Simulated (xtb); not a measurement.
**Run report: GaBNH5, frequency calculation (part 1 of 2)**

GaBNH5, SMILES B[NH][GaH2], computed with GFN2-xTB (xtb 6.7.1 later snapshot).

The geometry was optimised with GFN2-xTB.

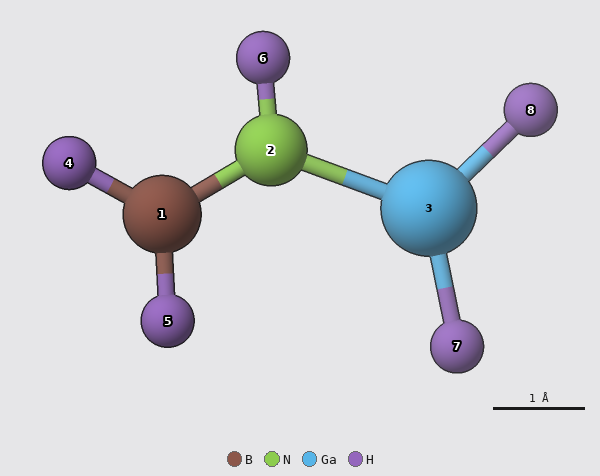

*The input geometry (ball-and-stick view, seen at a tilt; atoms are numbered from 1 in the order of the input). Sticks mark near contacts.*

Bond lengths as drawn: B–H 1.17 to 1.18 Å, B–N 1.40 Å, Ga–H 1.56 to 1.57 Å, Ga–N 1.86 Å and H–N 1.02 Å.

Input (geom.xyz):
```
8

B     -0.76844500     0.98140400    -0.78225700
N     -0.44432700     0.16887900     0.31445300
Ga     0.98105200    -1.00777000     0.52712300
H     -1.71512300     1.67461200    -0.75373800
H     -0.06028900     0.93912500    -1.71999000
H     -1.07848400     0.22992200     1.10951700
H      2.04200700    -1.21948500    -0.59224200
H      1.04350900    -1.76668600     1.89713500
```

Launched with:
```bash
xtb geom.xyz --ptb --hess --raman > run.log
```

What the program printed:
```
* xtb version 6.7.1
   ID    Z sym.   atoms
    1    5 B      1
    2    7 N      2
    3   31 Ga     3
    4    1 H      4-8

           -------------------------------------------------
          |                Calculation Setup                |
           -------------------------------------------------

          program call               : xtb geom.xyz --ptb --hess --raman
          coordinate file            : geom.xyz
          omp threads                :                     1

           -------------------------------------------------
          |                 G F N 2 - x T B                 |
           -------------------------------------------------

      * Hamiltonian:
        H0-scaling (s, p, d)           1.850000    2.230000    2.230000
        zeta-weighting                 0.500000
      * Dispersion:
        s8                             2.700000
        a1                             0.520000
        a2                             5.000000
        s9                             5.000000
      * Repulsion:
        kExp                           1.500000    1.000000
        rExp                           1.000000
      * Coulomb:
        alpha                          2.000000
        third order                    shell-resolved
        anisotropic                    true
        a3                             3.000000
        a5                             4.000000
        cn-shift                       1.200000
        cn-exp                         4.000000
        max-rad                        5.000000

          ...................................................
          :                      SETUP                      :
          :.................................................:
          :  # basis functions                  23          :
          :  # atomic orbitals                  22          :
          :  # shells                           12          :
          :  # electrons                        16          :
          :  max. iterations                   250          :
          :  Hamiltonian                  GFN2-xTB          :
          :  restarted?                      false          :
          :  GBSA solvation                  false          :
          :  PC potential                    false          :
          :  electronic temp.          300.0000000     K    :
          :  accuracy                    1.0000000          :
          :  -> integral cutoff          0.2500000E+02      :
          :  -> integral neglect         0.1000000E-07      :
          :  -> SCF convergence          0.1000000E-05 Eh   :
          :  -> wf. convergence          0.1000000E-03 e    :
          :  Broyden damping             0.4000000          :
          :  net charge                          0          :
          :  unpaired electrons                  0          :
          ...................................................

 iter      E             dE          RMSdq      gap      omega  full diag
   1     -7.7800540 -0.778005E+01  0.167E+01    4.04       0.0  T
   2     -7.9528925 -0.172838E+00  0.101E+01    4.73       1.0  T
   3     -7.9610617 -0.816923E-02  0.581E+00    4.31       1.0  T
   4     -7.9616679 -0.606164E-03  0.187E+00    4.78       1.0  T
   5     -7.9831174 -0.214496E-01  0.677E-01    4.55       1.0  T
   6     -7.9833100 -0.192599E-03  0.290E-01    4.66       1.0  T
   7     -7.9834220 -0.111957E-03  0.623E-02    4.70       1.0  T
   8     -7.9834216  0.439217E-06  0.395E-02    4.71       1.0  T
   9     -7.9834245 -0.289021E-05  0.308E-03    4.71      11.5  T
  10     -7.9834243  0.158281E-06  0.707E-03    4.71       5.0  T
  11     -7.9834245 -0.184454E-06  0.567E-04    4.71      62.4  T
  12     -7.9834245 -0.628798E-09  0.201E-04    4.71     175.9  T

   *** convergence criteria satisfied after 12 iterations ***

         #    Occupation            Energy/Eh            Energy/eV
      -------------------------------------------------------------
         1        2.0000           -0.6011301             -16.3576
         2        2.0000           -0.5638712             -15.3437
         3        2.0000           -0.5140806             -13.9888
         4        2.0000           -0.4723407             -12.8530
         5        2.0000           -0.4374360             -11.9032
         6        2.0000           -0.4291044             -11.6765
         7        2.0000           -0.4223853             -11.4937
         8        2.0000           -0.4027027             -10.9581 (HOMO)
         9                         -0.2296428              -6.2489 (LUMO)
        10                         -0.2108744              -5.7382
        11                         -0.1705179              -4.6400
        12                         -0.1084406              -2.9508
        13                         -0.0550026              -1.4967
       ...                                ...                  ...
        22                          1.2384650              33.7003
      -------------------------------------------------------------
                  HL-Gap            0.1730599 Eh            4.7092 eV
             Fermi-level           -0.3161727 Eh           -8.6035 eV

 SCC (total)                   0 d,  0 h,  0 min,  0.003 sec
 SCC setup                      ...        0 min,  0.000 sec (  1.985%)
 Dispersion                     ...        0 min,  0.000 sec (  0.862%)
 classical contributions        ...        0 min,  0.000 sec (  0.206%)
 integral evaluation            ...        0 min,  0.000 sec ( 14.155%)
 iterations                     ...        0 min,  0.002 sec ( 60.119%)
 molecular gradient             ...        0 min,  0.001 sec ( 20.633%)
 printout                       ...        0 min,  0.000 sec (  1.699%)

         :::::::::::::::::::::::::::::::::::::::::::::::::::::
         ::                     SUMMARY                     ::
         :::::::::::::::::::::::::::::::::::::::::::::::::::::
         :: total energy              -7.910279918066 Eh    ::
         :: gradient norm              0.000016282562 Eh/a0 ::
         :: HOMO-LUMO gap              4.709200347383 eV    ::
         ::.................................................::
         :: SCC energy                -7.983423945142 Eh    ::
         :: -> isotropic ES            0.044476532332 Eh    ::
         :: -> anisotropic ES          0.007243541021 Eh    ::
         :: -> anisotropic XC          0.000536507380 Eh    ::
         :: -> dispersion             -0.003491055473 Eh    ::
         :: repulsion energy           0.073144027076 Eh    ::
         :: add. restraining           0.000000000000 Eh    ::
         :: total charge               0.000000000000 e     ::
         :::::::::::::::::::::::::::::::::::::::::::::::::::::

           -------------------------------------------------
          |                Numerical Hessian                |
           -------------------------------------------------
step length          :   0.00500
SCC accuracy         :   0.30000
Hessian scale factor :   1.00000
frozen atoms in %    :   0.00000    0
RMS gradient         :   0.00002
estimated CPU  time      0.00 min
Hessian matrix computed using GFN2-xTB.

           -------------------------------------------------
          |                      P T B                      |
           -------------------------------------------------

                              @@@ @

Calculating vibrational intensities using PTB ...
estimated CPU  time      0.01 min
... done.

writing file <hessian>, containing the non-mass-weighted Hessian matrix in atomic units (Eₕ/Bohr²).

 projected vibrational frequencies (cm⁻¹)
eigval :       -0.00    -0.00    -0.00     0.00     0.00     0.00
eigval :      133.30   143.66   267.55   404.27   423.77   494.93
eigval :      673.13   763.51   867.37   887.41  1127.14  1155.11
eigval :     1305.31  1623.82  1677.27  2569.02  2607.43  3289.72
           -------------------------------------------------
          |                Property Printout                |
           -------------------------------------------------

    * Orbital Energies and Occupations

         #    Occupation            Energy/Eh            Energy/eV
      -------------------------------------------------------------
         1        2.0000           -0.6011301             -16.3576
         2        2.0000           -0.5638712             -15.3437
         3        2.0000           -0.5140798             -13.9888
         4        2.0000           -0.4723399             -12.8530
         5        2.0000           -0.4374354             -11.9032
         6        2.0000           -0.4291045             -11.6765
         7        2.0000           -0.4223854             -11.4937
         8        2.0000           -0.4027016             -10.9581 (HOMO)
         9                         -0.2296430              -6.2489 (LUMO)
        10                         -0.2108727              -5.7381
        11                         -0.1705174              -4.6400
        12                         -0.1084407              -2.9508
        13                         -0.0550027              -1.4967
        14                         -0.0051978              -0.1414
        15                          0.0313859               0.8541
        16                          0.1143194               3.1108
        17                          0.3355569               9.1310
        18                          0.3455820               9.4038
        19                          0.4301591              11.7052
       ...                                ...                  ...
        22                          1.2384648              33.7003
      -------------------------------------------------------------
                  HL-Gap            0.1730587 Eh            4.7092 eV
             Fermi-level           -0.3161723 Eh           -8.6035 eV

     #   Z          covCN         q      C6AA      α(0)
     1   5          2.747     0.254    17.590     7.020
     2   7          2.506    -0.315    28.156     7.880
     3  31          2.644     0.191   213.893    32.798
     4   1          0.938    -0.106     5.776     3.757
     5   1          0.937    -0.096     5.404     3.634
     6   1          0.861     0.182     1.200     1.716
     7   1          0.904    -0.045     3.979     3.121
     8   1          0.901    -0.065     4.485     3.313

 Mol. C6AA /au·bohr⁶  :       1131.588398
Molecule has the following symmetry elements: (sigma)
It seems to be the Cs point group
 Mol. C8AA /au·bohr⁸  :      56805.104939
 Mol. α(0) /au        :         63.240069

Wiberg/Mayer (AO) data.
largest (>0.10) Wiberg bond orders for each atom

 ---------------------------------------------------------------------------
     #   Z sym  total        # sym  WBO       # sym  WBO       # sym  WBO
```
